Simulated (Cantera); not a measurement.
Feed: 1 mol Pb, 1.9 mol O₂, 18 mol H₂, at 1 atm.

These are equilibrium values from Cantera (NASA tables, ideal gas, pure condensed phases), not measurements of a reactor. Candidate condensed phases: H₂O, Pb, PbO, PbO₂, Pb₃O₄; 12 gas species. Kinetics and transport are ignored.

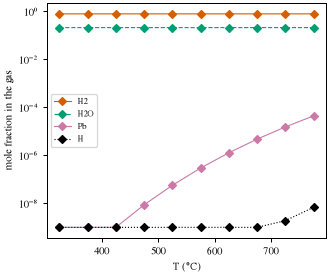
*Equilibrium gas composition (values under 1e-9 drawn at 1e-9)*

Task: Read off the mole fractions at 525 °C.

Result: H₂ about 0.79, H₂O about 0.21, Pb about 5.7e-8.
